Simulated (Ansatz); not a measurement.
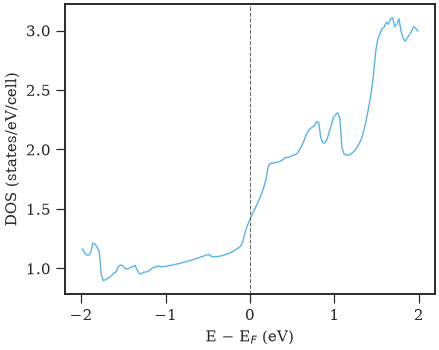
Figure: Density of states of W$_{2}$C (P-3m1) near the Fermi level, PBEsol, rigid bands in Ansatz (a program for electronic structure).

Task: With 3 atoms a cell, what bare Sommerfeld coefficient γ = (π²/3) k_B² N(E_F) follows?

Result: N(E_F) ≈ 1.41 states/eV a cell at 300 K, so γ ≈ 1.11 mJ/(mol of atoms·K²), before many-body enhancement (phonons, spin fluctuations, correlation).

Task: How far does the Fermi level move in a rigid band for 0.1 electron a cell added or removed?

Result: 68 meV and -75 meV.

A metal at this level (no band gap); rigid bands, thermally averaged at 300 K, both spins. Spin-orbit coupling is left out, which matters with elements this heavy. Geometry: cell and atoms relaxed with PBEsol.

Computed structure with no diffraction record at hand here (it may be known, metastable or hypothetical): W2C (P-3m1).
